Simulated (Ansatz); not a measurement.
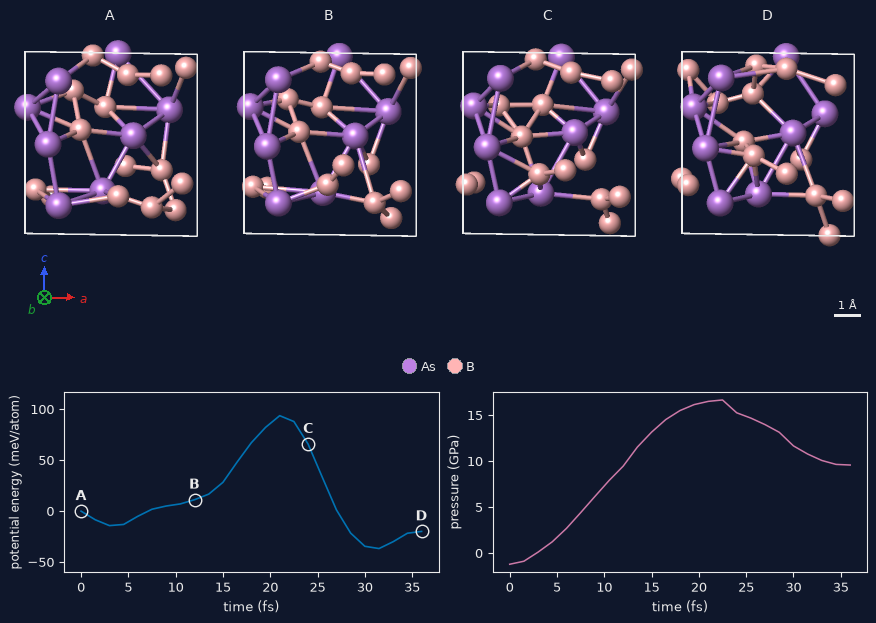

First-principles dynamics of an amorphous cell of composition B15As8 (23 atoms in the cell), 36 fs long. Frames (A at 0 fs, B at 12 fs, C at 24 fs, D at 36 fs) and the history of the run. Style: ball-and-stick. Shown: the simulation cell, along the b axis. Atoms that leave the cell re-enter on the other side. Bonds to atoms that aren't drawn are left out.

The calculation used Ansatz, DFT PBE, scalar-relativistic, plane waves, PAW. Run with plane-wave cutoff 320 eV; k-point mesh 1 × 1 × 1; Fermi-Dirac smearing 0.345 eV; set temperature 4000 K; time step 1.5 fs.

Describe the run.

Over the second half the temperature averages 4703 K (spread ±587 K). The potential energy is still drifting at the end, so the run hasn't reached equilibrium. The potential energy in the second half lies on average 20.5 meV per atom above the first frame. The mean pressure there is 13.4 GPa. In the second half of the run the atoms are, in the root-mean-square, this far from where they began (common drift taken out): B 0.72 Å, As 0.27 Å. The run lasts only 36 fs, too short to tell vibration from diffusion. Bond changes: 2 As–B bonds break between 15 fs and 28 fs; one B–B bond breaks at about 15 fs; one As–B bond forms at about 26 fs; 3 B–B bonds form between 30 fs and 36 fs.

Limits of the set-up: the cutoff lies below the recommended one; the periodic images lie only 6.5 Å apart, so the values are limited by the cell's size.

The run took 31 s on 2 threads of Arm Neoverse V2, with other jobs on the host, peak memory 0.42 GiB.
